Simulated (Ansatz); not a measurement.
```xyz
6

Ge    0.0313    0.0538   -0.2485
H    -0.0143   -0.0230    2.5024
Cl    2.0514   -0.0077   -1.0285
Cl   -1.0315    1.7723   -1.0296
F    -0.7764   -1.3457   -0.8940
H    -0.0040   -0.0090    3.2203
```

Not at a stationary point (largest force 1.8 eV/Å).

Level of theory: Ansatz, UKS r2SCAN/def2-SVP.

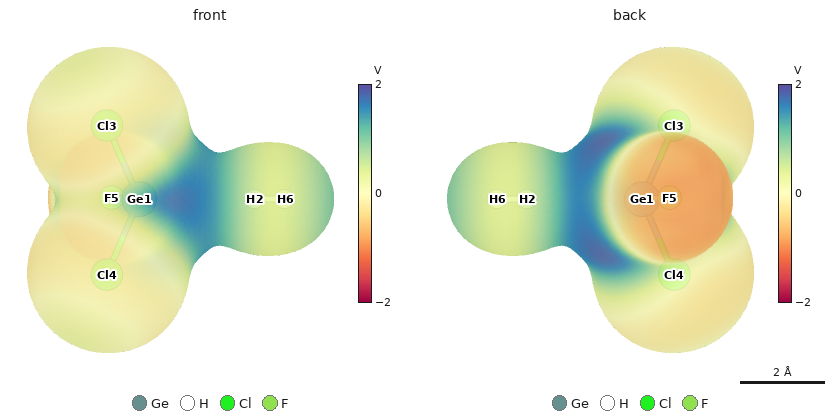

Cl₂FGe···H₂ (doublet). The molecular electrostatic potential painted on the density surface at 0.002 e/bohr³, seen from the front and from behind; the colour scale runs from red (negative) to blue (positive).

Q: Where is the surface potential most negative and most positive?

A: The most negative region (about −0.9 V, or −21 kcal/mol for a unit charge) lies over F5, the most positive (about +1.8 V, or +42 kcal/mol for a unit charge) over Ge1. Cl4 shows a σ-hole: about +0.3 V at the tip opposite its bond, against about −0.1 V on its flanks.
